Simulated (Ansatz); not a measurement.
**RbSb4F13 (I4/m): G0W0 under other settings**

Aim: change settings of a G0W0 run on RbSb4F13 (I4/m) and see what moves.

Program: Ansatz 0.2.0. Level of theory: G0W0 on PBE, plane waves, PAW; PAW set soft_1. Results are calculated unless marked as measured.

## 1. The starting structure

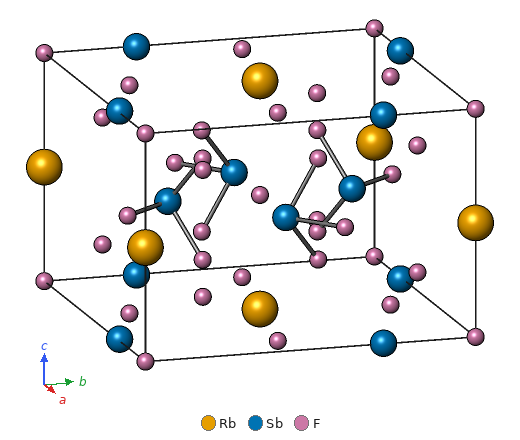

The starting structure, seen slightly off an axis (rubidium orange, antimony blue, fluorine pink). This picture shows the conventional cell, with its axes. Bonds to atoms that aren't drawn are left out. Some periodic images of atoms are drawn too.

Geometry: measured cell, ions relaxed with PBE. The runs that relaxed it are not among those shown. Spin-orbit coupling is left out unless a step names it.

## 2. The base run: 2×2×2 mesh, 476 empty bands, screening to 78 eV, PAW set soft_1 files

Now the one-shot GW correction: screening in the RPA, then the self-energy of the levels asked for. This step takes PAW set soft_1 files.

input.yaml reads:

```yaml
crystal:
  lattice:
    - [-4.8175, 4.8175, 3.2815]
    - [4.8175, -4.8175, 3.2815]
    - [4.8175, 4.8175, -3.2815]
  atoms:
    - { symbol: Rb, position: [0.5, 0.5, 0.0] }
    - { symbol: Sb, position: [0.0063970689, 0.2770921314, 0.2834892002] }
    - { symbol: Sb, position: [0.2770921314, 0.9936029311, 0.2706950625] }
    - { symbol: Sb, position: [0.9936029311, 0.7229078686, 0.7165107998] }
    - { symbol: Sb, position: [0.7229078686, 0.0063970689, 0.7293049375] }
    - { symbol: F, position: [0.0, 0.0, 0.0] }
    - { symbol: F, position: [0.5614796371, 0.8766087358, 0.4380883729] }
    - { symbol: F, position: [0.8766087358, 0.4385203629, 0.3151290987] }
    - { symbol: F, position: [0.4385203629, 0.1233912642, 0.5619116271] }
    - { symbol: F, position: [0.1233912642, 0.5614796371, 0.6848709013] }
    - { symbol: F, position: [0.4300990428, 0.3344864191, 0.3207384218] }
    - { symbol: F, position: [0.3344864191, 0.0137479972, 0.9043873762] }
    - { symbol: F, position: [0.0137479972, 0.109360621, 0.6792615782] }
    - { symbol: F, position: [0.109360621, 0.4300990428, 0.0956126238] }
    - { symbol: F, position: [0.5699009572, 0.6655135809, 0.6792615782] }
    - { symbol: F, position: [0.6655135809, 0.9862520028, 0.0956126238] }
    - { symbol: F, position: [0.9862520028, 0.890639379, 0.3207384218] }
    - { symbol: F, position: [0.890639379, 0.5699009572, 0.9043873762] }
kpoints:
  mp_grid: { grid: [2, 2, 2] }
hamiltonian:
  xc: pbe
  pseudopotentials: { kind: paw, azcp: { folder: soft_1 } }
scf:
  occupations: { method: fixed }
gw:
  n_empty_bands: 476
  ecut_chi: 78
  qp_bands: [v4, c4]
  qp_kpoints: band_edges
  screening: { model: contour_deformation }
```

Run with:

```
$ ansatz run input.yaml --threads 2 --pin off --max-ram 92160MiB --backend cuda --events-out ev --progress --plain --runs-dir out --devices 1 --max-vram 13GiB
```

Numbers of over 12 decimals in the logs are rounded to 6 here.

Log:

```text
GPUs: using 1 of 1 available (devices: 1).
Engine: ansatz 0.2.0, x86_64-unknown-linux-gnu
Pseudopotentials: kind: paw
Pseudopotential: Rb, paw, valence charge 9, recommended cutoff 420 eV (normal), soft_1/Rb.paw.azcp
Pseudopotential: Sb, paw, valence charge 15, recommended cutoff 420 eV (normal), soft_1/Sb.paw.azcp
Pseudopotential: F, paw, valence charge 7, recommended cutoff 420 eV (normal), soft_1/F.paw.azcp
Functional definition: PBE
  parameter kappa = 0.804
  parameter beta = 0.066725
  exchange = pbe_x(kappa = kappa, mu = beta*pi^2/3)
  correlation = pbe_c(beta = beta)
device memory: the entry about to start is reckoned to put 3.5 GiB on a device that reports 55.7 GiB free (of which the cap on the GPU budget leaves the run 13.0 GiB)
GPU FFT provider: cuFFT
GPU libraries: cuBLAS 13.8.2, cuFFT 12.4.0, cuSOLVER 12.3.4
Crystal: 18 atoms, lattice volume = 304.632 Å³
Basis set: ecut = 420 eV, 5959 PW (Γ)
Bands: 98, of which v1, the nominal top of the filled ones, is band 80 counted from 1 (79 counted from 0)
Symmetry: 8 space group operations
Space group: I4/m (ITA 87), of the structure as read, at distance tolerance 6.7e-5 Å
k-points: 4 of 8
Non-local potential: Rb, projectors of the file, l = 0: 3, l = 1: 2, l = 2: 2
Non-local potential: Sb, projectors of the file, l = 0: 2, l = 1: 2, l = 2: 2, l = 3: 1
Non-local potential: F, projectors of the file, l = 0: 2, l = 1: 2, l = 2: 1
PAW form: soft (Blöchl's): semilocal exchange-correlation on the pseudo side does not see the compensation charge
PAW one-centre angular grid: Rb, 110 points (default); XC on 64 Gauss nodes
PAW one-centre angular grid: Sb, 590 points (default); XC on 64 Gauss nodes
PAW one-centre angular grid: F, 110 points (default); XC on 64 Gauss nodes
Initial density: superposition of atomic densities (chi_scale 0.1, normalization cell, long waves kept (reshape's long-wave potential 0.05 eV rms))
Initial wavefunctions: pseudopotential atomic-orbital guess
GPU buffer pool allocated for 157464 grid points (all kernels)
GPU transforms: local potential and band sums: pruned to the plane-wave sphere, on 54×54×54
Functional: x = pbe(κ = 0.804, μ = 0.219515), c = pbe(β = 0.066725)
SCF iter   1: F=—  HF=-39728.615665 eV  |F-HF|=—  |Δ(HF+E_count)|=         —  Δρ=9.60e-2  dr2=2.49e1  ethr=3.10e-3  ⟨swp⟩=4.5  Hψ=1416  notcnv=0  defer=55
preconditioner: auto → Resta (q_TF=auto, 2.451 Å⁻¹)  ε∞=3.9  [insulator: Δε(μ)=4.123 eV  Ē_g=13.476 eV  n_scr=70 (ndim 8)  ℏωp=23.1 eV  f_vac=0.078  ε∞_Penn≈3.9]
SCF iter   2: F=—  HF=-39721.692976 eV  |F-HF|=—  |Δ(HF+E_count)|=    6.92e0  Δρ=3.65e-2  dr2=4.15e0  ethr=3.10e-3  ⟨swp⟩=3.0  Hψ=830  notcnv=0  defer=44
SCF iter   3: F=—  HF=-39720.741676 eV  |F-HF|=—  |Δ(HF+E_count)|=   9.51e-1  Δρ=1.54e-2  dr2=1.27e0  ethr=2.59e-3  ⟨swp⟩=2.8  Hψ=675  notcnv=0  defer=54
[...]
device memory: the entry about to start is reckoned to put 1.4 GiB on a device that reports 60.6 GiB free (of which the cap on the GPU budget leaves the run 13.0 GiB)
NSCF: frozen V_eff on 1 k-points
device memory: the entry about to start is reckoned to put 1.4 GiB on a device that reports 60.6 GiB free (of which the cap on the GPU budget leaves the run 13.0 GiB)
NSCF: frozen V_eff on 1 k-points
SCF converged after 11 iterations
Free energy (F): -39720.303151 eV
Harris-Foulkes:  -39720.303151 eV  (|F-HF|=1.76e-8)
Internal energy: -39720.303151 eV  (E = F + TS)
E sigma→0 (E₀):  -39720.303151 eV
Fermi energy:    2.873572 eV
--- Per-component energies (eV) ---
  E_band       = -1504.887562
  E_kinetic    = 3390.629930
  E_local      = -16330.669556  (includes V_loc(G=0)·N_el)
  E_nonlocal   = 2870.138733
  E_hartree    = 6362.632414
  E_xc         = -1521.830124
  E_vxc        = -1776.303652  (∫ρ·V_xc dr)
  E_paw        = -23443.395626  (= ΣΔE_a)
  E_vpaw       = -2383.948961  (= ΣTr[D̂ρ^β])
  E_aug_tail   = 0.009679  (compensation charges beyond the density's cutoff)
  E_ewald      = -11047.818601
  E_smearing   = -0.000000  (= −TS)
  E_closure    = -0.000000  (closes the sum)
  Σ components = -39720.303151   (vs F -39720.303151, Δ=0.00e0)
--- Band table (eV) ---
  k-point 0: bands = [... 76 lower, 2.3646, 2.5840, 2.8073, 2.8073, 7.9607, 8.5321, 8.5420, 8.5420, ... 14 higher]
  k-point 1: bands = [... 76 lower, 2.3564, 2.5776, 2.6714, 2.8736, 8.1311, 8.1988, 8.3821, 8.4111, ... 14 higher]
  k-point 2: bands = [... 76 lower, 2.3094, 2.6516, 2.7901, 2.8224, 7.7608, 7.9238, 8.3493, 8.5284, ... 14 higher]
  k-point 3: bands = [... 76 lower, 2.5019, 2.7296, 2.7296, 2.8097, 7.8602, 7.8801, 7.9044, 8.8310, ... 14 higher]
--- G₀W₀: contour deformation, 5 samples at zero and on the imaginary axis and 1 off it, 8 q-points, 476 empty bands' worth ---
  eigenvalues of the whole cell's RPA ε∞ on this k-mesh (on a slab, of 1 + 4πα/V) = 2.3953, 2.6410, 2.6410; static W/v taken at q = 0 is 0.392460
  gw.qp_kpoints: band_edges: 4 of 4 stored k-points solved, in 1 pass; an edge of the gap read off the rows below is read off those points alone
    ik  band        ε_KS         Σx   Σc(E_QP)       V_xc       Z   E_QP_lin       E_QP  E_QP is
     0    77      2.3646   -31.7464     6.6282   -23.6896  0.7299     0.8904     0.9360  root
     0    78      2.5840   -24.8073     3.1456   -20.3079  0.7937     1.2069     1.2303  root
     0    79      2.8073   -25.2019     3.2219   -20.6918  0.7915     1.4985     1.5192  root
     0    80      2.8073   -25.2019     3.2219   -20.6918  0.7915     1.4985     1.5192  root
     0    81      7.9607   -12.3425    -2.7404   -16.4500  0.8240     9.3461     9.3279  root
     0    82      8.5321    -9.3190    -3.3961   -14.1405  0.8289     9.9809     9.9575  root
     0    83      8.5420   -10.0718    -3.2055   -14.6938  0.8267     9.9810     9.9583  root
     0    84      8.5420   -10.0718    -3.2055   -14.6938  0.8267     9.9810     9.9583  root
[...]
3    81      7.8602   -10.6716    -3.0285   -15.0070  0.8319     9.1833     9.1671  root
     3    82      7.8801   -10.6877    -2.9056   -14.9115  0.8282     9.2157     9.1984  root
     3    83      7.9044    -9.5595    -3.0921   -13.8677  0.8347     9.1345     9.1204  root
     3    84      8.8310   -10.5589    -3.2308   -15.2813  0.8221    10.3495    10.3226  root
```

Wall time 11 s (1 × NVIDIA H100 80GB HBM3 (shared by 6 runs) with 2 threads of AMD EPYC 7R13 (Zen 3), shared host); peak memory 1.5 GiB; 9.6 s of CPU time.

Numbers from this step:

```
bands summed                                 : 556
RPA ε∞ on this mesh (eigenvalues)            : 2.395, 2.641, 2.641
plane waves in the screening matrix          : 473
q-points in the mesh                         : 8
G0W0 gap on the mesh                         : 7.427 eV
k of the valence top                         : 0, 0, -0.5
k of the conduction bottom                   : 0, -0.5, 0
starting gap on the mesh                     : 4.887 eV
Z at the valence top                         : 0.7933
Z at the conduction bottom                   : 0.8351
least direct G0W0 gap on the computed points : 7.484 eV
```

The gap on the mesh goes from 4.89 eV to 7.43 eV, a correction of +2.54 eV. Between the two edge states, bare exchange in place of the xc potential would open the gap by 8.85 eV, and correlation takes back 6.31 eV.

## 3. Variant: wavefunction cutoff

input.yaml, as its differences from that of step 2:

```diff
@@ -32,4 +32,4 @@
 gw:
-  n_empty_bands: 476
-  ecut_chi: 78
+  n_empty_bands: 691
+  ecut_chi: 100
   qp_bands: [v4, c4]
@@ -37 +37,3 @@
   screening: { model: contour_deformation }
+basis:
+  ecutwfc: 350
```

Log:

```text
Warning: basis.ecutwfc = 350 eV is below the records' recommended 420 eV, and the density's cutoff is lower with it unless basis.ecutrho_ratio is high enough to keep the records' density cutoff: compare with a run at a higher cutoff
GPUs: using 1 of 1 available (devices: 1).
[...]
GPU FFT provider: cuFFT
GPU libraries: cuBLAS 13.8.2, cuFFT 12.4.0, cuSOLVER 12.3.4
Crystal: 18 atoms, lattice volume = 304.632 Å³
Basis set: ecut = 350 eV, 4535 PW (Γ)
Bands: 98, of which v1, the nominal top of the filled ones, is band 80 counted from 1 (79 counted from 0)
[... 1 set-up line as in the run before ...]
[...]
k-points: 4 of 8
[...]
GPU buffer pool allocated for 110592 grid points (all kernels)
[...]
SCF iter   1: F=—  HF=-39727.854783 eV  |F-HF|=—  |Δ(HF+E_count)|=         —  Δρ=9.84e-2  dr2=2.54e1  ethr=3.10e-3  ⟨swp⟩=4.0  Hψ=1409  notcnv=0  defer=49
[...]
SCF iter  11: F=-39719.363335 eV  HF=-39719.363335 eV  |F-HF|=4.03e-8  |Δ(HF+E_count)|=   9.11e-7  Δρ=3.35e-6  dr2=4.36e-8  ethr=6.25e-11  ⟨swp⟩=12.8  Hψ=2127  notcnv=0
SCF 1 converged in 11 iterations: F = -39719.363335 eV  dr2 = 4.36e-8
[...]
NSCF: frozen V_eff on 4 k-points
[...]
G₀W₀ screening: q 1/4
[... further progress lines ...]
[...]
SCF converged after 11 iterations
Free energy (F): -39719.363335 eV
[...]
Internal energy: -39719.363335 eV  (E = F + TS)
E sigma→0 (E₀):  -39719.363335 eV
Fermi energy:    2.866993 eV
[...]
--- Band table (eV) ---
  k-point 0: bands = [... 76 lower, 2.3618, 2.5778, 2.8016, 2.8016, 7.9520, 8.5271, 8.5359, 8.5359, ... 14 higher]
  k-point 1: bands = [... 76 lower, 2.3561, 2.5733, 2.6654, 2.8670, 8.1262, 8.1922, 8.3746, 8.4041, ... 14 higher]
  k-point 2: bands = [... 76 lower, 2.3062, 2.6456, 2.7843, 2.8155, 7.7550, 7.9161, 8.3429, 8.5205, ... 14 higher]
  k-point 3: bands = [... 76 lower, 2.4964, 2.7229, 2.7229, 2.8024, 7.8537, 7.8735, 7.8985, 8.8243, ... 14 higher]
[...]
bands read: the sum over 771 bands ends inside a degenerate multiplet in 1 slot, whose members it reads at an even weight; the widest, k=3: bands 771 to 772 (counted from 1) at 1/2 each
[...]
0    77      2.3618   -31.7338     6.6298   -23.6638  0.7281     0.8756     0.9216  root
     0    78      2.5778   -24.8025     3.0957   -20.2976  0.7914     1.1432     1.1687  root
     0    79      2.8016   -25.1989     3.1725   -20.6809  0.7892     1.4336     1.4562  root
     0    80      2.8016   -25.1989     3.1725   -20.6809  0.7892     1.4336     1.4562  root
     0    81      7.9520   -12.3286    -2.8025   -16.4355  0.8224     9.2727     9.2564  root
     0    82      8.5271    -9.3124    -3.4791   -14.1337  0.8278     9.8898     9.8693  root
     0    83      8.5359   -10.0629    -3.2793   -14.6842  0.8255     9.8979     9.8779  root
     0    84      8.5359   -10.0629    -3.2793   -14.6842  0.8255     9.8979     9.8779  root
[...]
3    81      7.8537   -10.6619    -3.0977   -14.9967  0.8306     9.1052     9.0909  root
     3    82      7.8735   -10.6783    -2.9662   -14.9009  0.8269     9.1454     9.1299  root
     3    83      7.8985    -9.5517    -3.1615   -13.8602  0.8337     9.0579     9.0455  root
     3    84      8.8243   -10.5482    -3.3085   -15.2700  0.8208    10.2614    10.2376  root
```

Wall time 15 s (1 × NVIDIA H100 80GB HBM3 (shared by 6 runs) with 2 threads); peak memory 1.7 GiB; 18 s of CPU time.

The G0W0 gap on the mesh is 7.418 eV.

Against the base:

| setting | base | variant |
| --- | --- | --- |
| empty bands | 476 | 691 |
| screening cutoff (eV) | 78 | 100 |
| typed cutoff | - | 350 |

| quantity | variant | base |
| --- | --- | --- |
| starting gap on the mesh | 4.888 | 4.887 |
| G0W0 gap on the mesh | 7.418 | 7.427 |
| least direct G0W0 gap on the computed points | 7.474 | 7.484 |
| Z at the valence top | 0.791 | 0.793 |
| Z at the conduction bottom | 0.834 | 0.835 |

## 4. Variant: other PAW set

This step: G0W0 on PBE, plane waves, PAW.

input.yaml, as its differences from that of step 3:

```diff
@@ -28,3 +28,3 @@
   xc: pbe
-  pseudopotentials: { kind: paw, azcp: { folder: soft_1 } }
+  pseudopotentials: { kind: paw, source: ansatz }
 scf:
@@ -37,3 +37 @@
   screening: { model: contour_deformation }
-basis:
-  ecutwfc: 350
```

Log:

```text
GPUs: using 1 of 1 available (devices: 1).
[...]
GPU FFT provider: cuFFT
GPU libraries: cuBLAS 13.8.2, cuFFT 12.4.0, cuSOLVER 12.3.4
Crystal: 18 atoms, lattice volume = 304.632 Å³
Basis set: ecut = 1050 eV, 23433 PW (Γ)
Bands: 111, of which v1, the nominal top of the filled ones, is band 92 counted from 1 (91 counted from 0)
[... 1 set-up line as in the run before ...]
[...]
k-points: 4 of 8
[...]
GPU buffer pool allocated for 512000 grid points (all kernels)
[...]
SCF iter   1: F=—  HF=-50839.357628 eV  |F-HF|=—  |Δ(HF+E_count)|=         —  Δρ=1.31e-1  dr2=4.70e1  ethr=3.10e-3  ⟨swp⟩=5.8  Hψ=1762  notcnv=0  defer=55
[...]
SCF iter  12: F=-50822.908676 eV  HF=-50822.908676 eV  |F-HF|=1.02e-8  |Δ(HF+E_count)|=   1.32e-7  Δρ=3.98e-6  dr2=3.27e-8  ethr=5.43e-11  ⟨swp⟩=16.5  Hψ=2590  notcnv=0
SCF 1 converged in 12 iterations: F = -50822.908676 eV  dr2 = 3.27e-8
[...]
G₀W₀ screening: q 1/4
[... further progress lines ...]
[...]
SCF converged after 12 iterations
Free energy (F): -50822.908676 eV
[...]
Internal energy: -50822.908676 eV  (E = F + TS)
E sigma→0 (E₀):  -50822.908676 eV
Fermi energy:    3.448645 eV
[...]
--- Band table (eV) ---
  k-point 0: bands = [... 88 lower, 2.9405, 3.1596, 3.3833, 3.3833, 8.5374, 9.1102, 9.1188, 9.1188, ... 15 higher]
  k-point 1: bands = [... 88 lower, 2.9323, 3.1540, 3.2480, 3.4486, 8.7085, 8.7753, 8.9589, 8.9874, ... 15 higher]
  k-point 2: bands = [... 88 lower, 2.8854, 3.2281, 3.3661, 3.3978, 8.3372, 8.5003, 8.9261, 9.1052, ... 15 higher]
  k-point 3: bands = [... 88 lower, 3.0785, 3.3055, 3.3055, 3.3856, 8.4369, 8.4567, 8.4815, 9.4086, ... 15 higher]
[...]
0    89      2.9405   -31.7431     6.6149   -23.6818  0.7281     1.4476     1.4942  root
     0    90      3.1596   -24.7944     3.0702   -20.2936  0.7914     1.7027     1.7291  root
     0    91      3.3833   -25.1891     3.1462   -20.6776  0.7892     1.9946     2.0180  root
     0    92      3.3833   -25.1891     3.1462   -20.6776  0.7892     1.9946     2.0180  root
     0    93      8.5374   -12.3147    -2.8197   -16.4177  0.8224     9.8365     9.8207  root
     0    94      9.1102    -9.3011    -3.4972   -14.1208  0.8277    10.4526    10.4327  root
     0    95      9.1188   -10.0495    -3.2958   -14.6681  0.8255    10.4611    10.4416  root
     0    96      9.1188   -10.0495    -3.2958   -14.6681  0.8255    10.4611    10.4416  root
[...]
3    93      8.4369   -10.6430    -3.1142   -14.9741  0.8306     9.6675     9.6537  root
     3    94      8.4567   -10.6640    -2.9815   -14.8835  0.8268     9.7097     9.6947  root
     3    95      8.4815    -9.5352    -3.1778   -13.8404  0.8336     9.6209     9.6089  root
     3    96      9.4086   -10.5396    -3.3262   -15.2593  0.8208    10.8251    10.8021  root
```

Run time: 36 s. Hardware: 1 × NVIDIA H100 80GB HBM3 (shared by 6 runs) with 2 threads; peak memory 3.5 GiB; 42 s of CPU time.

The G0W0 gap on the mesh is 7.420 eV.

Against the base:

| setting | base | variant |
| --- | --- | --- |
| files | PAW set soft_1 | hard PAW |
| empty bands | 476 | 691 |
| screening cutoff (eV) | 78 | 100 |

| quantity | variant | base |
| --- | --- | --- |
| starting gap on the mesh | 4.889 | 4.887 |
| G0W0 gap on the mesh | 7.420 | 7.427 |
| least direct G0W0 gap on the computed points | 7.476 | 7.484 |
| Z at the valence top | 0.791 | 0.793 |
| Z at the conduction bottom | 0.834 | 0.835 |

## 5. Summary of results

```json
{"base": "7.43 eV, 11 s", "wavefunction cutoff": "7.42 eV, 15 s", "other PAW set": "7.42 eV, 36 s"}
```

What this shows: Wavefunction cutoff: the gap moves by −0.01 eV (the plane-wave cutoff goes from 420 to 350 eV). The variant differs from the base in empty bands, screening cutoff and typed cutoff together, so the change can't be laid to one of them. Other PAW set: the gap moves by −0.01 eV and the time by a factor of 3.4 (the plane-wave cutoff goes from 420 to 1050 eV). The variant differs from the base in files, empty bands and screening cutoff together, so the change can't be laid to one of them. All runs here use a coarse mesh and modest cutoffs; they test settings and are not final values. The 2×2×2 mesh is coarse for this cell (its supercell is 15 Å along the shortest edge). The RPA ε∞ on it, from the PBE start, is 2.40 and 2.64; such meshes misread the long-range screening, most where the gap is narrow. The many-body steps are scalar-relativistic: spin-orbit coupling is not in them.

[Paths, hosts, dates, memory and timing lines, banners, echoed tables and standing remarks are left out of the program output.]

[Logs are printed without paths, hosts, clocks, repeated set-up lines and the standing remarks that a program may print on its own settings, such as how far it seeks lower states.]

[Runs of the session that timed out or met a known fault of the program may be left out.]

[Cells called generated may have been cut or substituted from an entry of the Crystallography Open Database or the Materials Project.]

[Hosts, paths, dates, database ids (printed as entryN), source tags and the programs' standing remarks are cut or masked in the printed files.]
